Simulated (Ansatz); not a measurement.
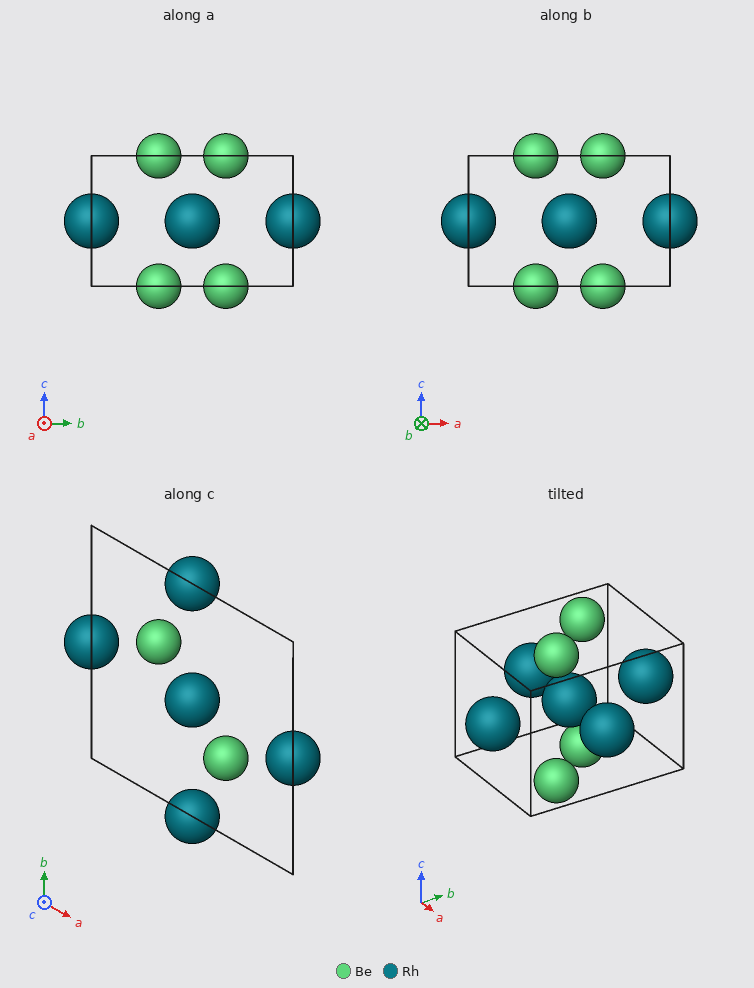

View along the a axis, along the b axis, along the c axis and slightly off an axis, drawn as a spheres-only model. One conventional unit cell is framed, with atoms on its boundary repeated.

Lattice parameters: a = 5.5574 Å, b = 5.5574 Å, c = 3.1119 Å, α = 90.000°, β = 90.000°, γ = 120.000°.

Question: Give the structure in the form of a CIF with its space group and independent sites.

Answer:
```cif
data_structure
_symmetry_space_group_name_H-M 'P 6/m m m'
_symmetry_Int_Tables_number 191
_cell_length_a 5.5574
_cell_length_b 5.5574
_cell_length_c 3.1119
_cell_angle_alpha 90.000
_cell_angle_beta 90.000
_cell_angle_gamma 120.000
_cell_volume 83.23
loop_
_atom_site_label
_atom_site_type_symbol
_atom_site_symmetry_multiplicity
_atom_site_Wyckoff_symbol
_atom_site_fract_x
_atom_site_fract_y
_atom_site_fract_z
_atom_site_occupancy
Be1 Be 2 c 0.3333 0.6667 0.0000 1
Rh1 Rh 3 g 0.5000 0.0000 0.5000 1
```

Origin of the cell: a random cell made by a generator, so it need not be a real form of the compound. Atoms and cell were optimised with Ansatz, DFT PBE, scalar-relativistic, plane waves, PAW.
